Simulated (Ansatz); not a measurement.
# AlCo (Pm-3m): the Drude term of Re ε in the infrared

Re ε of AlCo (Pm-3m) at low photon energies is read from one computed spectrum; the carriers' damping was typed as γ = 0.05 eV.

Cell: a, b, c = 2.819, 2.819, 2.819 Å (primitive vectors), 2 atoms.

Method: Ansatz 0.2.0, PBE, independent particles, k-mesh 14×14×14 with interpolation inside its cells, Gaussian parameter 0.1 eV.

Launch of the response step: `ansatz run input.yaml --threads 4 --pin off --max-ram 8192MiB --backend cpu --events-out ev --progress --plain --runs-dir out`. The run took 9 s, on 4 threads of Intel(R) Xeon(R) Processor @ 2.70GHz, on a shared host.

| photon energy E (eV) | wavelength (µm) | Re ε |
| --- | --- | --- |
| 0.25 | 4.96 | -191.3 |
| 0.30 | 4.13 | -118.4 |
| 0.35 | 3.54 | -75.2 |
| 0.40 | 3.10 | -49.1 |
| 0.50 | 2.48 | -23.7 |
| 0.60 | 2.07 | ? |
| 0.70 | 1.77 | -8.7 |

A Drude term over a constant background gives Re ε = ε_b − ωp²/(E² + γ²), linear in 1/(E² + γ²).

Working, on the rows shown:

| x = 1/(E² + γ²) (eV⁻²) | y = Re ε |
| --- | --- |
| 15.3846 | -191.3 |
| 10.8108 | -118.4 |
| 8 | -75.2 |
| 6.15385 | -49.1 |
| 3.9604 | -23.7 |
| 2.03046 | -8.7 |

Means: x̄ = 7.7234, ȳ = -77.733. Σ(x − x̄)(y − ȳ) = -1636, Σ(x − x̄)² = 117.3. Slope = -1636 / 117.3 = -13.94; intercept = ȳ − slope · x̄ = 29.964. The line misses the rows shown by at most 10.

Problem. What does the fit predict for the withheld row, and how well does it do?

Solution. At x = 2.7586 the line gives y = -8.503. The run gave -13.5, so the interpolation is off by 5, 3 % of the range in the table.

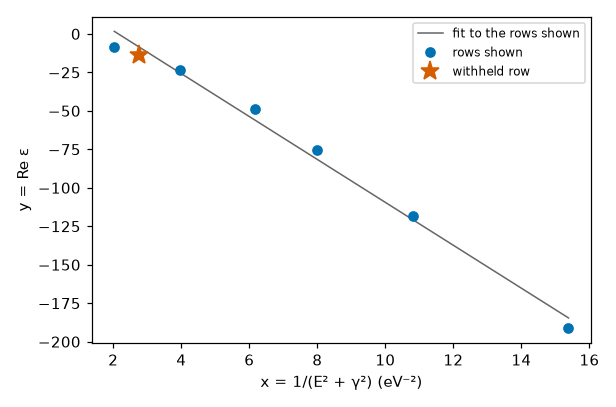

Refitted with all rows, the slope is -13.79 and the intercept 28.173. These give ωp = √(−slope) = 3.71 eV, against 4.02 eV from the program's Fermi-surface sum, and an intercept of 28.2. Taking the program's Drude term off the rows leaves 58 at the lowest energy and 24 at the highest, so the background isn't constant: interband transitions lie in or near the window, and neither fitted number can be trusted. The values come from a sum over the points of one k-mesh and carry its error, which is largest for Fermi-surface quantities.
